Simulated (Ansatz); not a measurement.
## Electronic structure of BHSbSi (SMILES [BH-]1=[Si]=[Sb]1) (charge −1) in real space

Input file:

```
basis:
  gaussian: {orbitals: def2-TZVPD}
crystal:
  periodic: [false, false, false]
  atoms:
    - {symbol: B, position_ang: [-0.067458, -0.093335, 1.169408]}
    - {symbol: Sb, position_ang: [0.122187, -0.298973, -0.992548]}
    - {symbol: Si, position_ang: [0.429194, 1.695310, 0.582776]}
    - {symbol: H, position_ang: [-0.351882, -0.867692, 2.050465]}
total_charge: -1
hamiltonian: {xc: pbe0}
output: {forces: true, orbitals: {seedname: orbitals}}
```

Command:

```sh
ansatz run input.yaml --threads 1 --pin off --max-ram 2610MiB --events-out events.jsonl --progress --plain --runs-dir runs
```

Geometry: B3LYP-D3(BJ)/def2-SVPD; core potentials replace the inner electrons of Sb.

All numbers below come from isolated molecule in a Gaussian basis; Kohn-Sham density functional theory, functional PBE0 in Ansatz 0.2.0.

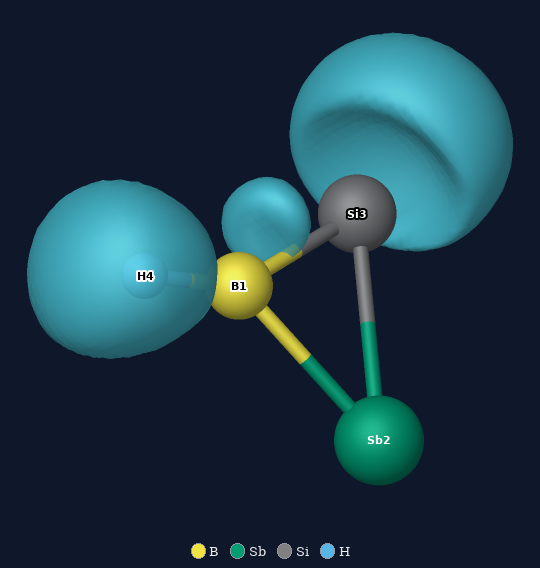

Figure 1. Isosurface of the ELF at 0.9 (cyan), seen at a tilt. Core shells and regions of very low density are left out.

> Identify the bonds, lone pairs and shells in this picture.

At this value the surface marks out one region between bonded B–Si atoms (shared pairs), one region around a hydrogen nucleus and one lobe on Si, pointing away from the bonds (lone pairs). Along the contacts the grid gives the following. Si–B (1.95 Å): the ELF peaks at about 0.90 between the atoms, as expected for a shared electron pair. B–Sb (2.18 Å): the ELF peaks at about 0.80 in the valence shell of B, 0.8 Å from its nucleus, and drops to about 0.20 between the two atoms.

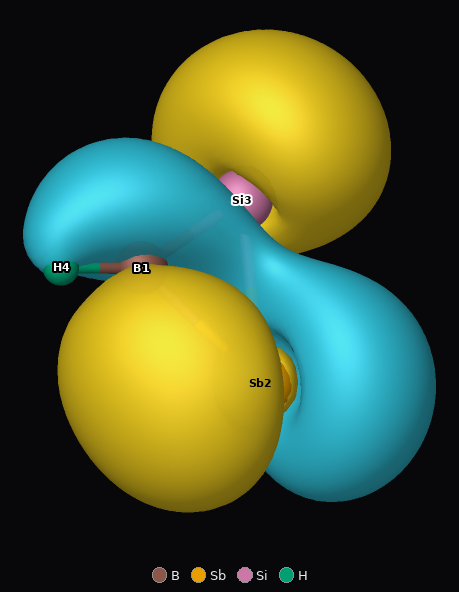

Figure 2. The HOMO at ±0.06 Å⁻³ᐟ² (yellow and cyan are the two phases), seen at a tilt.

> Describe this orbital and give its energy.

By Hirshfeld shares it lies mainly on Sb2 (about 45 %), Si3 (about 35 %) and B1 (about 20 %); it is symmetric in the molecular plane (an in-plane orbital: σ, lone-pair or in-plane π type). Its energy is −0.66 eV.

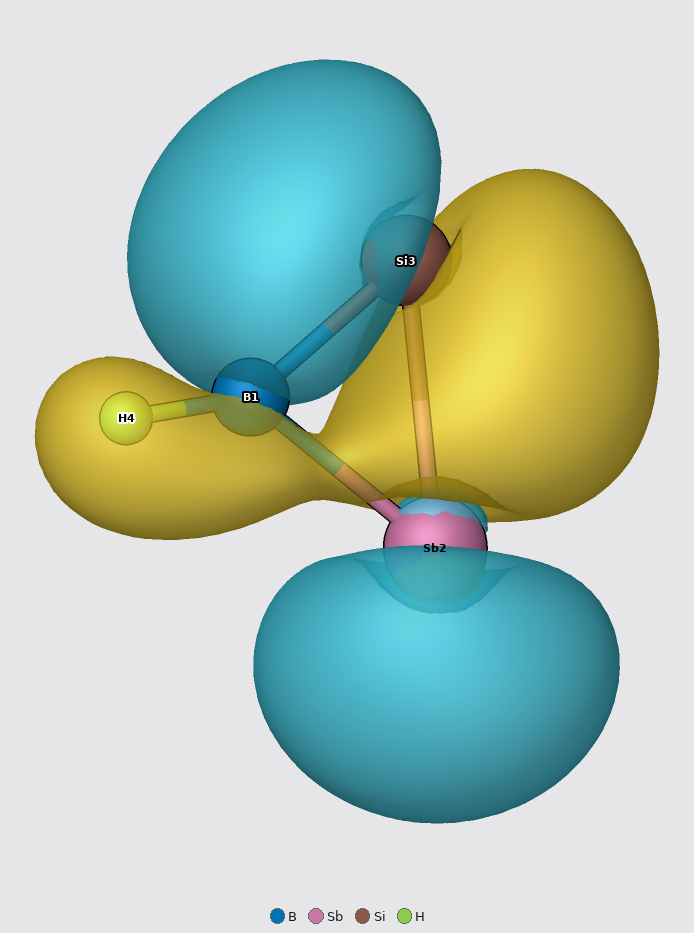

Figure 3. The HOMO−1 at ±0.06 Å⁻³ᐟ² (yellow and cyan are the two phases), seen at a tilt.

> Describe this orbital and give its energy.

Its weight (Hirshfeld) is mainly on Sb2 (about 40 %), Si3 (about 40 %) and B1 (about 15 %); it is symmetric in the molecular plane (an in-plane orbital: σ, lone-pair or in-plane π type). Its energy is −1.17 eV.
